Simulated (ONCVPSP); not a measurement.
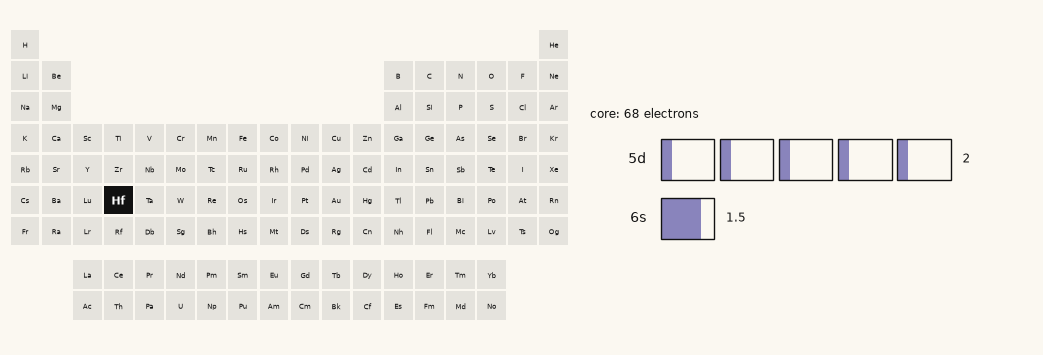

Fig. 1: Left, the place of hafnium in the periodic table; right, the valence shells of the reference configuration: a box for each of the 2l + 1 orbitals, shaded by the share of the shell that is filled, with the electron count at the right.

# Pseudopotential generation, with input and output: Hf

System: hafnium (Hf, Z = 72), core [Xe] 4f14, reference valence 5d2 6s1.5 (an ion of charge +0.5), valence charge 4.
Method: ONCV potential, PBEsol, scalar-relativistic, made with ONCVPSP 4.0.1.

### Input
```
# ATOM AND REFERENCE CONFIGURATION
# atsym  z   nc   nv     iexc    psfile
  Hf 72.00   12    2  -116133      upf
#
#   n    l    f
    1    0    2.00
    2    0    2.00
    2    1    6.00
    3    0    2.00
    3    1    6.00
    3    2   10.00
    4    0    2.00
    4    1    6.00
    4    2   10.00
    4    3   14.00
    5    0    2.00
    5    1    6.00
    5    2    2.00
    6    0    1.50
#
# PSEUDOPOTENTIAL AND OPTIMIZATION
# lmax
    3
#
#   l,   rc,      ep,       ncon, nbas, qcut
    0    3.15    0.00    3    5    2.60
    1    3.05    0.11    5    9    3.00
    2    2.90    0.00    5   10    7.60
    3    2.90    0.20    4    8    6.40
#
# LOCAL POTENTIAL
# lloc, lpopt,  rc(5),   dvloc0
    3    5    2.90    0.00
#
# VANDERBILT-KLEINMAN-BYLANDER PROJECTORs
# l, nproj, debl
    0    3    0.50
    1    2    1.00
    2    2    1.30
    3    0    4.00
#
# MODEL CORE CHARGE
# icmod, fcfact, rcfact
    2    0.20    0.60
#
# LOG DERIVATIVE ANALYSIS
# epsh1, epsh2, depsh
   -2.00    5.00    0.02
#
# OUTPUT GRID
# rlmax, drl
    6.00    0.01
#
# TEST CONFIGURATIONS
# ncnf
    4
# nvcnf
#   n    l    f
    2
    5    2    2.00
    6    0    2.00
#
    2
    5    2    2.00
    6    0    1.00
#
    2
    5    2    2.00
    6    0    0.00
#
    3
    5    2    2.00
    6    0    1.00
    6    1    1.00
#
```

Hardware: 1 CPU thread, shared host.

Command:
```bash
oncvpsp.x < Hf.dat > Hf.out
```

### The program's output (extracts)
```
ONCVPSP  (Optimized Norm-Conservinng Vanderbilt PSeudopotential)
scalar-relativistic version 4.0.1

#   n    l    f        energy (Ha)
    1    0    2.00    -2.3985196E+03
    2    0    2.00    -4.1030278E+02
    2    1    6.00    -3.6030927E+02
    3    0    2.00    -9.3573971E+01
    3    1    6.00    -7.8641664E+01
    3    2   10.00    -6.0966919E+01
    4    0    2.00    -1.8937487E+01
    4    1    6.00    -1.4038639E+01
    4    2   10.00    -7.7107980E+00
    4    3   14.00    -7.4119873E-01
    5    0    2.00    -2.5853285E+00
    5    1    6.00    -1.4298295E+00
    5    2    2.00    -2.1485689E-01
    6    0    1.50    -2.9337683E-01

Reference configufation results
  iterations    33
  all-electron total energy (Ha)   -1.50735416D+04

Begin loop to  construct optimized pseudo wave functions
and semi-local pseudopoentials for all angular momenta

   Wellstate for l =  0  n =  7
     eigenvalue =   0.2066
     asymptotic potential =   0.7066
     half-point radius =  6.4288

   Wellstate for l =  0  n =  8
     eigenvalue =   0.7066
     asymptotic potential =   1.2066
     half-point radius =  6.9526

Calculating optimized projector #   1

 for l=   0

    Fraction of norm inside rc  0.498352
    Optimizing pswf for qcut=   2.60 a_B^-1,  ecut=   3.37 Ha
    Residual kinetic energy error=  9.56D-05 Ha

    Energy error per electron        Cutoff
         Ha          eV             Ha
         0.01000     0.27211        1.62
         0.00100     0.02721        2.53
         0.00010     0.00272        3.79
         0.00001     0.00027        7.75

Calculating optimized projector #   2

 for l=   0

    Fraction of norm inside rc  0.230294
    Optimizing pswf for qcut=   2.60 a_B^-1,  ecut=   3.37 Ha
    Residual kinetic energy error=  2.61D-04 Ha

    Energy error per electron        Cutoff
         Ha          eV             Ha
         0.01000     0.27211        2.09
         0.00100     0.02721        2.89
         0.00010     0.00272        4.40
         0.00001     0.00027        7.35

Calculating optimized projector #   3

 for l=   0

    Fraction of norm inside rc  0.140949
    Optimizing pswf for qcut=   2.60 a_B^-1,  ecut=   3.37 Ha
    Residual kinetic energy error=  6.84D-04 Ha

    Energy error per electron        Cutoff
         Ha          eV             Ha
         0.01000     0.27211        2.46
         0.00100     0.02721        3.37
         0.00010     0.00272        6.04
         0.00001     0.00027       11.06

WARNING wellstate: moderately localized bound state found for n= 6 l=  1
WARNING scattering state with energy  0.05000000
WARNING will be used for the first projector

   Wellstate for l =  1  n =  7
     eigenvalue =   0.0500
     asymptotic potential =   0.5500
     half-point radius = 14.9047

   Wellstate for l =  1  n =  8
     eigenvalue =   1.0500
     asymptotic potential =   1.5500
     half-point radius =  6.4170

Calculating optimized projector #   1

 for l=   1

    Fraction of norm inside rc  0.094234
    Optimizing pswf for qcut=   3.01 a_B^-1,  ecut=   4.52 Ha
    Residual kinetic energy error=  1.44D-04 Ha

    Energy error per electron        Cutoff
         Ha          eV             Ha
         0.01000     0.27211        0.60
         0.00100     0.02721        1.99
         0.00010     0.00272        8.26
         0.00001     0.00027       25.95

Calculating optimized projector #   2

 for l=   1

    Fraction of norm inside rc  0.169113
    Optimizing pswf for qcut=   3.01 a_B^-1,  ecut=   4.52 Ha
    Residual kinetic energy error=  1.55D-02 Ha

    Energy error per electron        Cutoff
         Ha          eV             Ha
         0.01000     0.27211        4.97
         0.00100     0.02721       12.07
         0.00010     0.00272       33.10
         0.00001     0.00027       37.64

   Wellstate for l =  2  n =  7
     eigenvalue =   1.0851
     asymptotic potential =   1.5851
     half-point radius =  5.3268

Calculating optimized projector #   1

 for l=   2

    Fraction of norm inside rc  0.742618
    Optimizing pswf for qcut=   7.60 a_B^-1,  ecut=  28.91 Ha
    Residual kinetic energy error=  1.31D-10 Ha

    Energy error per electron        Cutoff
         Ha          eV             Ha
         0.01000     0.27211        8.02
         0.00100     0.02721       10.69
         0.00010     0.00272       12.85
         0.00001     0.00027       14.54

Calculating optimized projector #   2

 for l=   2

    Fraction of norm inside rc  0.225140
    Optimizing pswf for qcut=   7.60 a_B^-1,  ecut=  28.91 Ha
    Residual kinetic energy error=  8.70D-11 Ha

    Energy error per electron        Cutoff
         Ha          eV             Ha
         0.01000     0.27211        8.92
         0.00100     0.02721       12.20
         0.00010     0.00272       15.18
         0.00001     0.00027       17.75

   Wellstate for l =  3  n =  5
     eigenvalue =   0.2000
     asymptotic potential =   0.7000
     half-point radius =  7.8734

Calculating optimized projector #   1

 for l=   3

    Fraction of norm inside rc  0.065701
    Optimizing pswf for qcut=   6.39 a_B^-1,  ecut=  20.44 Ha
    Residual kinetic energy error=  4.97D-10 Ha

    Energy error per electron        Cutoff
         Ha          eV             Ha
         0.01000     0.27211        1.84
         0.00100     0.02721        5.92
         0.00010     0.00272       10.15
         0.00001     0.00027       13.11

Construct Vanderbilt / Kleinmman-Bylander projectors

B matrix Hermiticity error, ll=   0
   1   2    2.1936E-05
   1   3   -4.1402E-05
   2   3    1.9586E-05

  Orthonormal projector coefficients  4.4537E+00  7.3057E-01  1.4892E-01

B matrix Hermiticity error, ll=   1
   1   2    2.4430E-05

  Orthonormal projector coefficients -7.6850E+00  1.5249E+00

B matrix Hermiticity error, ll=   2
   1   2   -7.8069E-05

  Orthonormal projector coefficients  1.5263E+00 -1.1968E-01

Model core correction analysis
  based on d2Exc/dn_idn_j

d2excae - all-electron derivatives

   -1.953012D-02   -1.791467D-02
   -1.790820D-02   -2.967210D-02

d2excps - pseudofunction derivatives with no core correction

   -4.276871D-02   -2.330453D-02
   -2.330342D-02   -3.077712D-02

rms 2nd derivative error    1.224144E-02

amplitude prefactor, scale prefactor
    7.1715    1.1977

d2excps - pseudofunction derivatives with core correction

   -2.644215D-02   -1.922327D-02
   -1.921601D-02   -2.950514D-02

rms 2nd derivative error    3.578646E-03

Pseudoatom total energy   -2.724336

Diagnostic tests using Vanderbilt-Kleinman-Bylander pseudopotentials
  1 or more projectors used as specified by nproj input data

   l    rcore       rmatch      e in        delta e   norm test  slope test

   0   3.1625654   3.2585877  -0.2933768   0.0000064   1.0000184   1.0001188
   0   3.1625654   3.2585877   0.2066232   0.0000064   1.0001060   1.0001060
   0   3.1625654   3.2585877   0.7066232  -0.0000042   1.0001236   1.0001236

   1   3.0510662   3.1437032   0.0500000   0.0000010   1.0002163   1.0002163
run_diag: lschvkbbe ERROR   2   3   1  60  1.05000000E+00  8.95000002E-01
   1   3.0510662   3.1437032   1.0500000  -0.1550000   0.4319696   1.1331882

   2   2.9084914   2.9967995  -0.2148569  -0.0000001   1.0000316   1.0000357
   2   2.9084914   2.9967995   1.0851431   0.0000109   1.0000585   1.0000585

   3   2.9084914   2.9967995   0.2000000   0.0000019   1.0000009   1.0000009

 Testing for bound ghosts
   n   l    E NL Schr. Eq   E Basis Diag.   E Cutoff

       0                       -0.419989     12.55  WARNING - GHOST(-)
   1   0       -0.293370       -0.293106     12.55

       1                       -1.537784     42.28  WARNING - GHOST(-)
       1                       -0.132884     42.28  WARNING - GHOST(-)

   3   2       -0.214857       -0.214573     65.53

 Testing for highly-localized positive-energy ghosts
       l    <radius>/rc     E Basis Diag.   E Cutoff

       1        0.272287        0.740983     42.28  WARNING - GHOST(+)

Test configuration 0

   n   l     f        eae           eps        diff
   1   0  2.0000-2398.51960711
   2   0  2.0000 -410.30278306
   2   1  6.0000 -360.30926801
   3   0  2.0000  -93.57397114
   3   1  6.0000  -78.64166429
   3   2 10.0000  -60.96691902
   4   0  2.0000  -18.93748745
   4   1  6.0000  -14.03863943
   4   2 10.0000   -7.71079796
   4   3 14.0000   -0.74119873
   5   0  2.0000   -2.58532852
   5   1  6.0000   -1.42982955
   5   2  2.0000   -0.21485689   -0.21485694   -5.71D-08
   6   0  1.5000   -0.29337683   -0.29337045    6.38D-06

    Total energies and differences
      AE_ref= -1.50735416D+04  AE_tst= -1.50735416D+04  dif=  0.00D+00
      PS_ref= -2.72433625D+00  PS_tst= -2.72433625D+00  dif=  2.66D-15
      PSP excitation error= -2.66D-15

Test configuration 1

   n   l     f        eae           eps        diff
   1   0  2.0000-2398.39720691
   2   0  2.0000 -410.18110614
   2   1  6.0000 -360.18756294
   3   0  2.0000  -93.45226497
   3   1  6.0000  -78.51995669
   3   2 10.0000  -60.84525458
   4   0  2.0000  -18.81576898
   4   1  6.0000  -13.91693594
   4   2 10.0000   -7.58914458
   4   3 14.0000   -0.61959107
   5   0  2.0000   -2.46372161
   5   1  6.0000   -1.30789827
   5   2  2.0000   -0.09975201   -0.09980095   -4.89D-05
   6   0  2.0000   -0.18856159   -0.18842622    1.35D-04

    Total energies and differences
      AE_ref= -1.50735416D+04  AE_tst= -1.50736617D+04  dif= -1.20D-01
      PS_ref= -2.72433625D+00  PS_tst= -2.84447040D+00  dif= -1.20D-01
      PSP excitation error=  4.89D-06

Test configuration 2

   n   l     f        eae           eps        diff
   1   0  2.0000-2398.65458999
   2   0  2.0000 -410.43690536
   2   1  6.0000 -360.44342818
   3   0  2.0000  -93.70801255
   3   1  6.0000  -78.77570859
   3   2 10.0000  -61.10092835
   4   0  2.0000  -19.07156123
   4   1  6.0000  -14.17270691
   4   2 10.0000   -7.84482118
   4   3 14.0000   -0.87514208
   5   0  2.0000   -2.71923942
   5   1  6.0000   -1.56379413
   5   2  2.0000   -0.33990324   -0.34010507   -2.02D-04
   6   0  1.0000   -0.40451831   -0.40476991   -2.52D-04

    Total energies and differences
      AE_ref= -1.50735416D+04  AE_tst= -1.50733674D+04  dif=  1.74D-01
      PS_ref= -2.72433625D+00  PS_tst= -2.55002777D+00  dif=  1.74D-01
      PSP excitation error= -1.13D-04

Test configuration 3

   n   l     f        eae           eps        diff
   1   0  2.0000-2398.95594045
   2   0  2.0000 -410.73604171
   2   1  6.0000 -360.74267245
   3   0  2.0000  -94.00663328
   3   1  6.0000  -79.07433985
   3   2 10.0000  -61.39951363
   4   0  2.0000  -19.37032876
   4   1  6.0000  -14.47149218
   4   2 10.0000   -8.14353910
   4   3 14.0000   -1.17359152
   5   0  2.0000   -3.01755894
   5   1  6.0000   -1.86120774
   5   2  2.0000   -0.61348959   -0.61554612   -2.06D-03

    Total energies and differences
      AE_ref= -1.50735416D+04  AE_tst= -1.50728469D+04  dif=  6.95D-01
      PS_ref= -2.72433625D+00  PS_tst= -2.02857872D+00  dif=  6.96D-01
      PSP excitation error= -1.07D-03

Test configuration 4

psatom: WARNING lschvkbb convergence error n,l,iter=   2   1   2
ea(ii),et,emin,emax -2.327286E-01 -2.560014E-01 -2.560014E-01 -2.560014E-01
run_config: WARNING for fully non-local PS atom, stg. 2
 WARNING no output for configuration 5
```

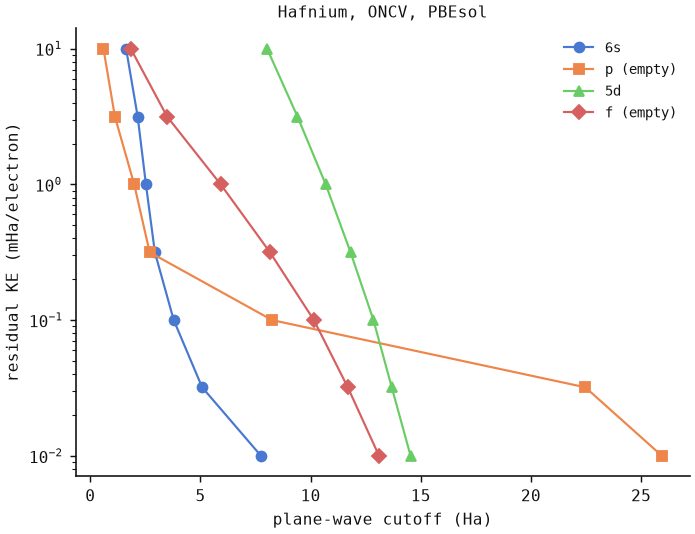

Fig. 2: Residual kinetic energy of the pseudo-waves (the first of each channel, and further valence shells) beyond the plane-wave cutoff, as the generator prints it.

- Cutoffs for the occupied states: 11 Ha for 1 mHa and 13 Ha for 0.1 mHa per electron. The first is set by 5d.
- Hardest wave at 1 mHa per electron: 5d, with rc = 2.90 bohr and qcut = 7.6 1/bohr. The optimisation minimises, but can't always remove, the kinetic energy above qcut²/2 = 28.9 Ha, and a larger rc would as a rule soften the wave at some cost in transferability.
- Cutoffs for 1 mHa per electron: 5d: 11 Ha; f (empty): 5.9 Ha; 6s: 2.5 Ha; p (empty): 2.0 Ha. The potential isn't sound: its ghost test gives GHOST(-) flagged for s at -11.4 eV, p at -41.8 eV, p at -3.6 eV; GHOST(+) flagged for p at 20.2 eV.

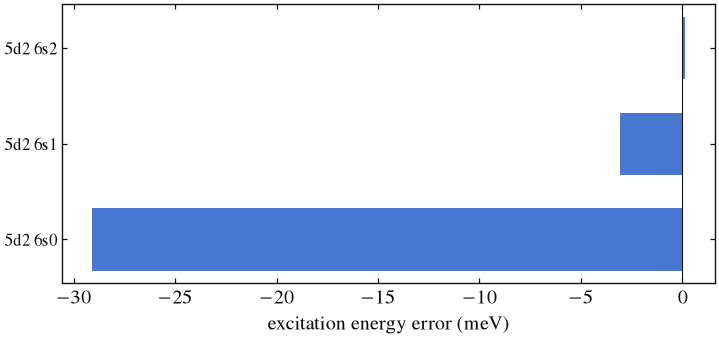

Fig. 3: Errors, all-electron minus pseudo, of the energies of valence configurations relative to the unpolarised reference 5d2 6s1.5. Not all tests gave a result: 1 of 4 tests not solved.

- Worst configuration: 5d2 6s0 (charge +2): the error is -29 meV on an all-electron energy of +18.90 eV relative to the reference, or 0.15 %.

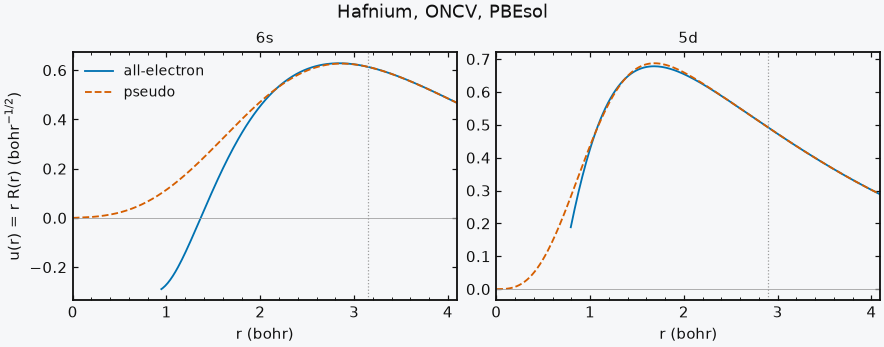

Fig. 4: Pseudo-waves (dashed) against the all-electron radial functions (solid). Dotted lines mark the matching radii. The innermost oscillations of some all-electron curves aren't drawn. Pseudo-waves: 6s has no node; 5d has no node.

### Key numbers

- outcome: generated, with a ghost state
- cutoffs needed: 11 Ha and 13 Ha (the cutoffs at which the residual kinetic energy of the hardest occupied pseudo-wave falls to 1 and 0.1 mHa per electron)
- ghost test: GHOST(-) flagged for s at -11.4 eV, p at -41.8 eV, p at -3.6 eV; GHOST(+) flagged for p at 20.2 eV
- configuration tests: 1 of 4 tests not solved
- rms error of d²Exc/dni dnj: 12.24 mHa without and 3.58 mHa with the model core
- largest excitation error among the tests solved: -29 meV (all-electron minus pseudo) for 5d2 6s0
- range over which the phases arctan(r R′/R) at the test radius agree within 0.05 rad (a looser test near the poles than one of phase shifts): d: up to about 3.5 Ha; f: between about -0.7 and 1.8 Ha; s: not judged, the stored energies step over a narrow level; p: not judged, the stored energies step over a narrow level
- wall time: 9 s

### Notes

The potential has a bound ghost state, so it can't be used as it stands. The scattering phases part by more than π/2 and stay apart in s from about 3.9 Ha and p from about 0.7 Ha: a level there is either far displaced or one that only the pseudo-atom has. Warnings of the program, in the generation or the tests: wellstate: moderately localized bound state found for n= 6 l= 1; psatom: WARNING lschvkbb convergence error n,l,iter= 2 1 2.
